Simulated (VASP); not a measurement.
```
Cd Mg O
1.0
     3.14798    0.00000    0.00000
     0.00000    3.14798    0.00000
     0.00000    0.00000   17.72889
Cd Mg O
3 5 8
Direct
  0.00000 0.00000 0.86056
  0.50000 0.50000 0.00000
  0.00000 0.00000 0.13944
  0.50000 0.50000 0.26856
  0.00000 0.00000 0.38518
  0.50000 0.50000 0.50000
  0.00000 0.00000 0.61482
  0.50000 0.50000 0.73144
  0.50000 0.50000 0.85472
  0.00000 0.00000 0.00000
  0.50000 0.50000 0.14528
  0.00000 0.00000 0.27060
  0.50000 0.50000 0.38470
  0.00000 0.00000 0.50000
  0.50000 0.50000 0.61530
  0.00000 0.00000 0.72940
```

Space group P4/mmm.

Computed with Kohn-Sham DFT of a periodic cell, HSE06, VASP PAW PBE potentials, recommended (VASP 6.6.1).

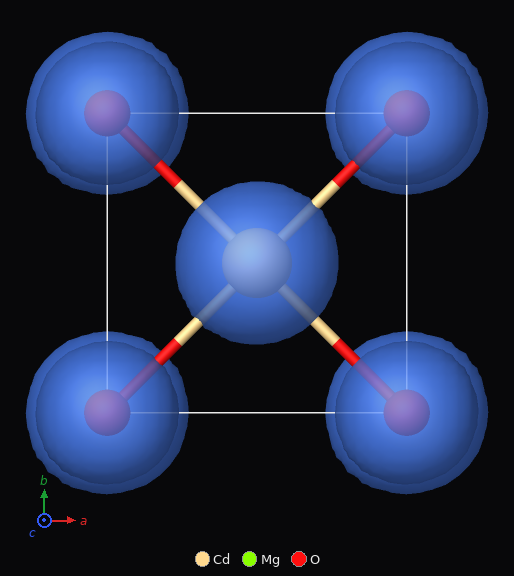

Mg5Cd3O8. Isosurface of the valence pseudo-density at 1 e/Å³ (blue), seen along the c axis. Sticks mark near contacts.

In a PAW calculation such maps are meaningful between the atoms, not at the nuclei.

**Which contacts does the surface bridge?**

At this value the density breaks into separate islands; it holds about 65 % of the electrons treated as valence. It bridges none of the near contacts. It is pinched off along the shortest Mg–O (2.03 Å), Cd–O (2.23 Å), Mg–O (2.19 Å) and Mg–O (2.23 Å) contacts. On the grid the lowest density along these lines, outside the cores, is 0.27 e/Å³ (Mg–O, 2.03 Å), 0.43 e/Å³ (Cd–O, 2.23 Å), 0.2 e/Å³ (Mg–O, 2.19 Å) and 0.19 e/Å³ (Mg–O, 2.23 Å).
